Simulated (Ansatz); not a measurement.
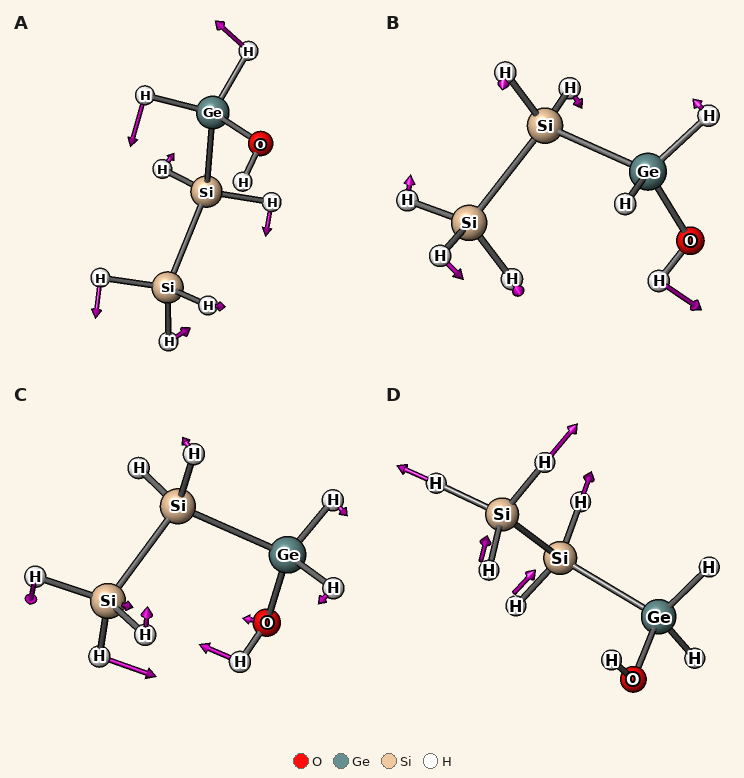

4 normal modes of one molecule or complex, as arrows. Harmonic vibrations computed with RKS PBE0-D4/def2-TZVP (Ansatz 0.2.0) at a stationary point of the same level.

> Match the panels to the wavenumbers 65 cm⁻¹, 390 cm⁻¹, 948 cm⁻¹, 2224 cm⁻¹.

A: 390 cm⁻¹, angle bending
B: 948 cm⁻¹, angle bending
C: 65 cm⁻¹
D: 2224 cm⁻¹, out-of-phase stretching of 5 Si–H bonds
